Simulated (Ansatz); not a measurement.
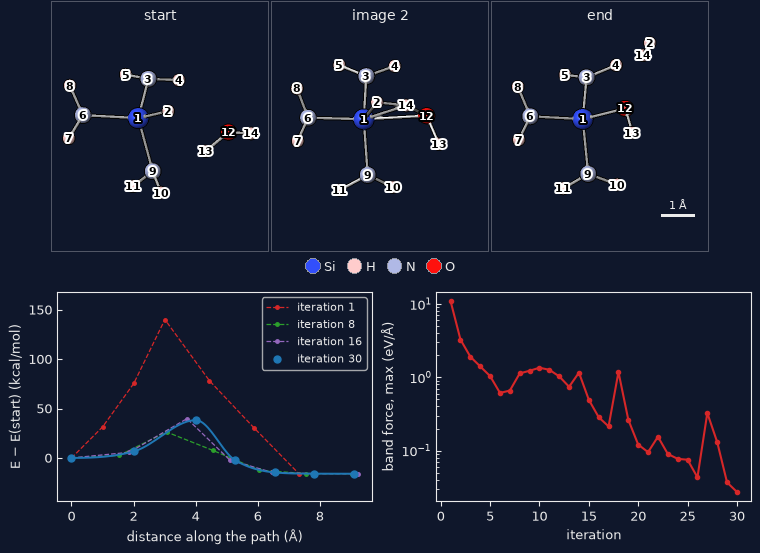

NEB run on SiN3H9O. Images are numbered from 0 (start) to 6 (end). The plot follows the band through its iterations. The picture is a ball-and-stick view, seen at a tilt.

Method: Ansatz, RKS PBE0/6-31G*. Settings: 5 movable images; climbing image; force threshold 0.03 eV/Å; iteration limit 60; starting path through a guess of the saddle point.

> Judge this run.

The result is final at these settings. The band converged in 30 iterations. The largest component of the band force went from 11 to 0.027 eV/Å. The climbing image converged on the top of the path. Its vibrational analysis gives one imaginary mode (1263i cm⁻¹), as a transition state must have. The first iteration put the highest image at 140.1 kcal/mol. Forward barrier 38.2 kcal/mol, backward barrier 54.2 kcal/mol, with image 2 at the top; the reaction energy is −16.0 kcal/mol.

The run took 2.9 min on 2 threads of AMD EPYC 9R45 96-Core Processor (Zen 5), on a shared host, peak memory 0.24 GiB.
